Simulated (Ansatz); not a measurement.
The structure below was relaxed with plane-wave PAW DFT at the PBEsol level (Ansatz, a program for electronic structure, 420 eV), spin-orbit coupling left out, at pressure 15 GPa.

```
CELL_PARAMETERS angstrom
      4.10893     0.00000     0.00000
      0.00000     4.10893     0.00000
      0.00000     0.00000     2.89545
ATOMIC_POSITIONS crystal
  Mg 0.00000 0.00000 0.00000
  Mg 0.50000 0.50000 0.50000
  H  0.30629 0.30629 0.00000
  H  0.80629 0.19371 0.50000
  H  0.19371 0.80629 0.50000
  H  0.69371 0.69371 0.00000
```

Find the space group and the Wyckoff positions.

Space group P4₂/mnm (No. 136); a = b = 4.1089 Å, c = 2.8955 Å, α = β = γ = 90.00°

```
atom  site  symmetry       x       y       z
----  ----  --------  ------  ------  ------
Mg      2a      m.mm  0.0000  0.0000  0.0000
H       4f      m.2m  0.3063  0.3063  0.0000
```

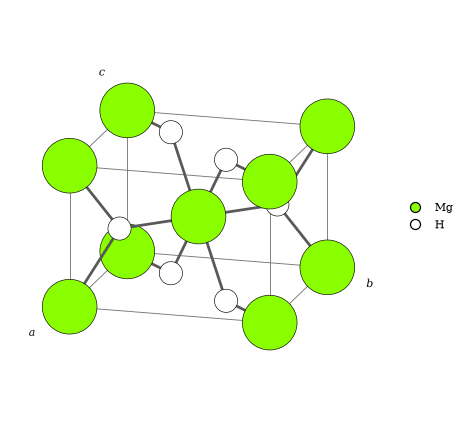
Figure: The conventional cell

Load acts through the strain it causes; cell and atoms are relaxed under it. Whether these cells are dynamically stable was not tested. Competing high-pressure phases were not computed. The cell was made from MgH2 in the rutile structure (space group P4_2/mnm, No. 136) by this change: pressure 15 GPa.
